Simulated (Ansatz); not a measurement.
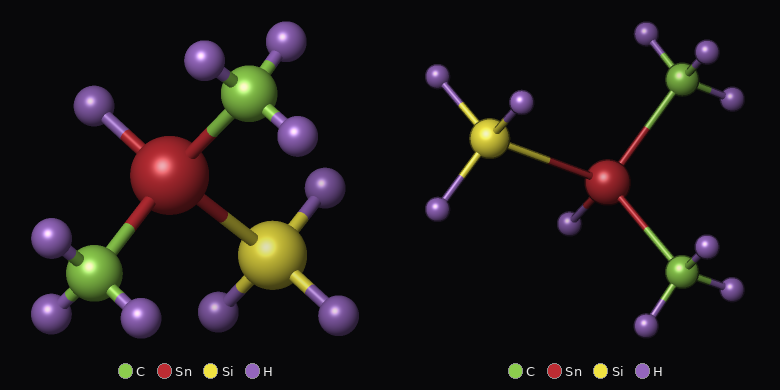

Both panels show the same species.

Computed geometry: PBE0-D4/def2-TZVP optimisation.

**Which formula does it have?**

C₂H₁₀SiSn, 14 atoms: 2 carbon, 10 hydrogen, 1 silicon and 1 tin.

**Give a SMILES string for it.**

[CH3][SnH]([CH3])[SiH3]

**How many bonds of each kind are drawn?**

6 C–H, 3 Si–H, 2 C–Sn, 1 Si–Sn, 1 Sn–H.

**Name functional groups in it.**

Among them: Si–H bond.

The parts below concern this one geometry. Atoms keep their numbers from picture to picture.

### Shape

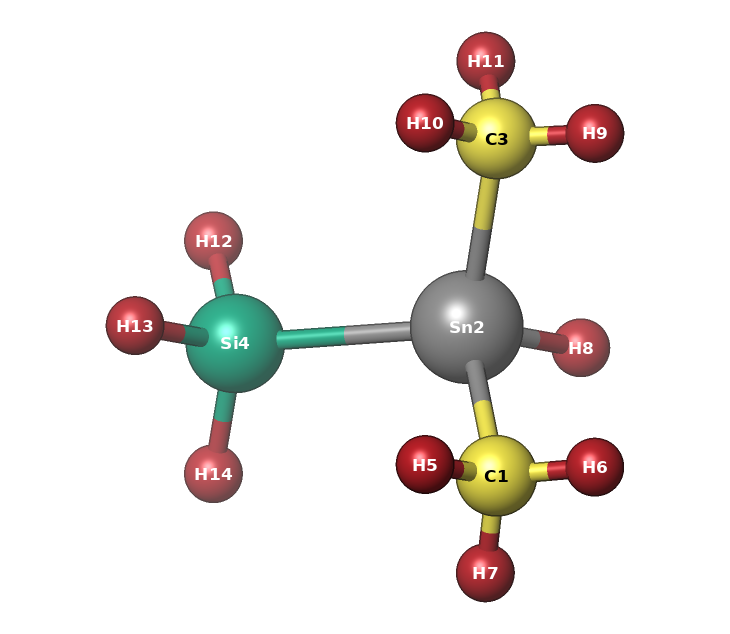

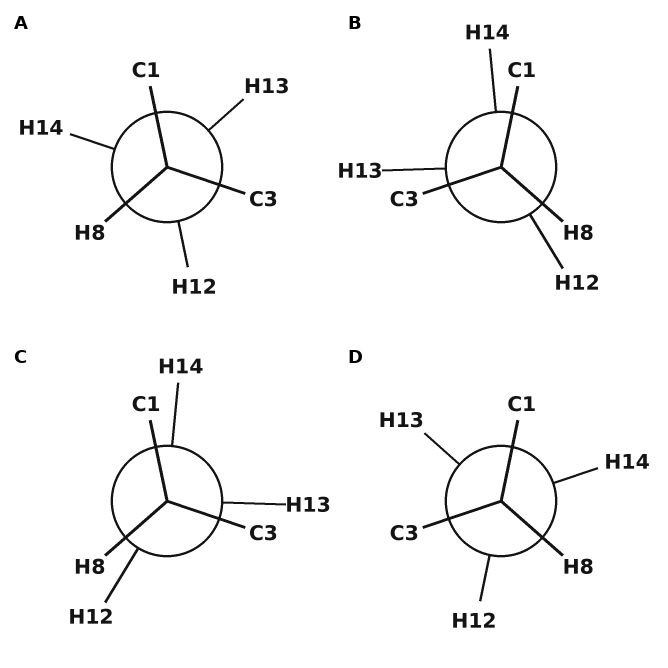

Atoms fade into the background with distance from the viewer. Bonds that would overlap in a projection are set slightly apart.

**Which Newman projection shows the view along Sn2–Si4, with Sn2 in front?**

A. The torsion angle C1–Sn2–Si4–H12 is 180°, antiperiplanar (anti).

### Vibrations

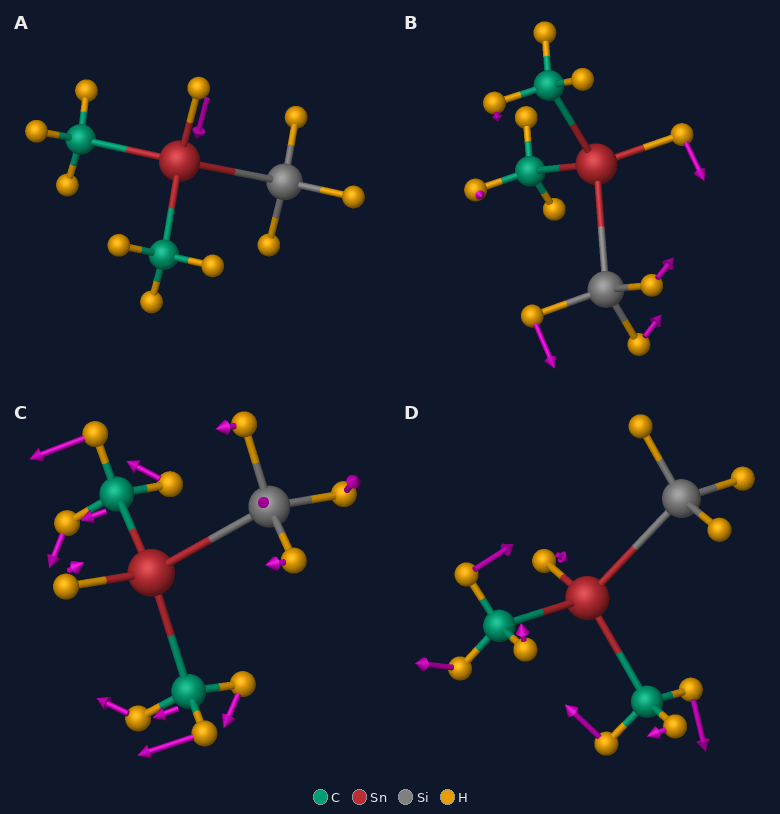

4 normal modes of one molecule or complex, as arrows. Harmonic vibrations computed with RKS PBE0-D4/def2-TZVP, core potentials on Sn (Ansatz 0.2.0) at a stationary point of the same level.

**Match the panels to the wavenumbers 110 cm⁻¹, 424 cm⁻¹, 717 cm⁻¹, 1899 cm⁻¹.**

A: 1899 cm⁻¹, Sn–H stretching
B: 424 cm⁻¹, H–Si–Sn bending
C: 110 cm⁻¹
D: 717 cm⁻¹, H–C–Sn bending

### Dipole moment

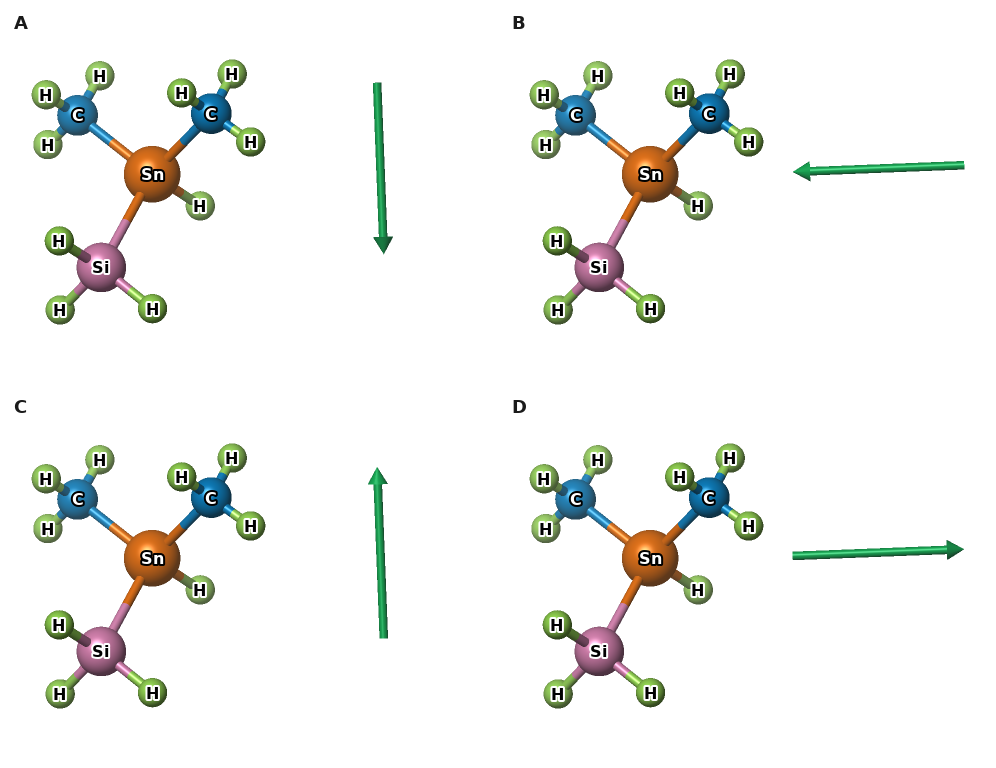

The same molecule four times, each with an arrow. Method: RKS r2SCAN-D4/def2-TZVPP, core potentials on Sn (Ansatz 0.2.0).

**Which arrow points along the dipole moment, from the negative to the positive end?**

C. The dipole moment is 0.90 D.

### Levels of theory compared

Program: Ansatz 0.2.0.

Compare HOMO–LUMO gap (eV), vertical IP (eV) at these levels: B3LYP-D4/def2-TZVPP; PBE-D4/def2-TZVPP; PBE0-D4/def2-TZVPP; r2SCAN-D4/def2-TZVPP; ωB97M-V/def2-TZVPP; ωB97X-V/def2-TZVPP.

```tsv
level	HOMO–LUMO gap (eV)	vertical IP (eV)
B3LYP-D4/def2-TZVPP	7.22	9.34
PBE-D4/def2-TZVPP	5.83	9.12
PBE0-D4/def2-TZVPP	7.62	9.31
r2SCAN-D4/def2-TZVPP	6.38	9.19
ωB97M-V/def2-TZVPP	11.05	9.44
ωB97X-V/def2-TZVPP	11.61	9.45
```

### Charges

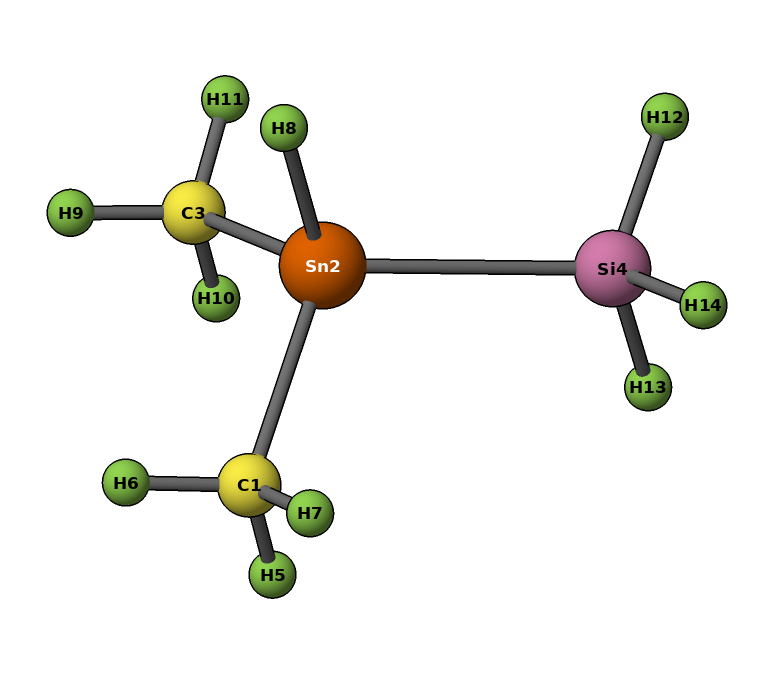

The questions are on Mulliken charges. Level of theory: RKS B3LYP-D4/def2-TZVPP, core potentials on Sn (Ansatz 0.2.0).

**Which atom carries the highest charge (most positive or least negative)?**

Sn2 (0.77 e).

**And the lowest?**

C1, C3 (−0.59 e).

Give the Mulliken charges atom by atom.

```json
{"atom": "C1", "value (e)": "−0.59"}
{"atom": "Sn2", "value (e)": "0.77"}
{"atom": "C3", "value (e)": "−0.59"}
{"atom": "Si4", "value (e)": "0.03"}
{"atom": "H5", "value (e)": "0.12"}
{"atom": "H6", "value (e)": "0.12"}
{"atom": "H7", "value (e)": "0.12"}
{"atom": "H8", "value (e)": "−0.16"}
{"atom": "H9", "value (e)": "0.12"}
{"atom": "H10", "value (e)": "0.12"}
{"atom": "H11", "value (e)": "0.12"}
{"atom": "H12", "value (e)": "−0.06"}
{"atom": "H13", "value (e)": "−0.06"}
{"atom": "H14", "value (e)": "−0.06"}
```

Mulliken values depend strongly on the basis set and can even reverse the polarity of a bond.
